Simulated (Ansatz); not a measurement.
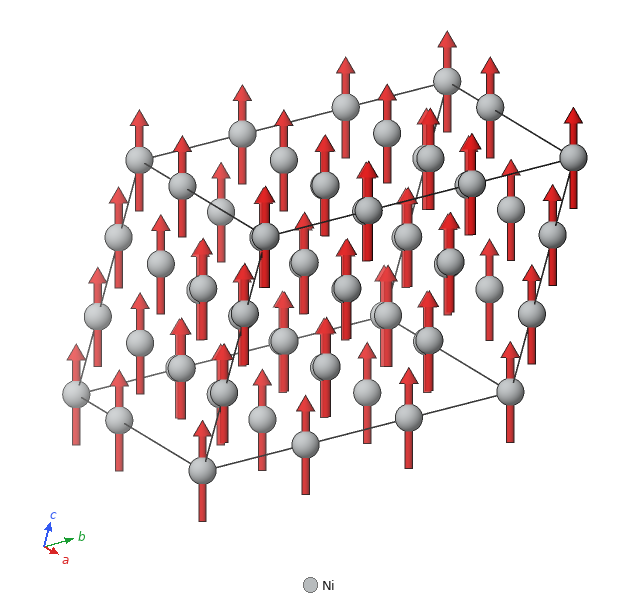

The figure gives a spheres-only picture of the atoms, viewed slightly off an axis. Thin lines show the simulation cell, with boundary atoms drawn in all their periodic places. Arrows are the site magnetic moments above 0.25 μB; longer means larger, and red and blue are up and down (without spin-orbit coupling the axis itself is arbitrary).

This is the state reached for Ni. Run with Ansatz, DFT PBEsol, scalar-relativistic, plane waves, PAW and these settings: E_cut = 420 eV, Brillouin-zone sampling on a 5×5×5 mesh, Gaussian smearing of 0.1 eV, collinear spins.

> What order do the moments form, and how large are they?

Ferromagnetic (within this cell). Site moments: 26 Ni +0.7 μB. The net spin moment of the whole cell is 17.0 μB, including what lies between the atoms and on sites without an arrow.

Origin of the cell: a structure listed in the Materials Project, repeated into a supercell with a point defect put in. The atoms were relaxed in a fixed cell with Ansatz, DFT PBEsol, scalar-relativistic, plane waves, PAW.
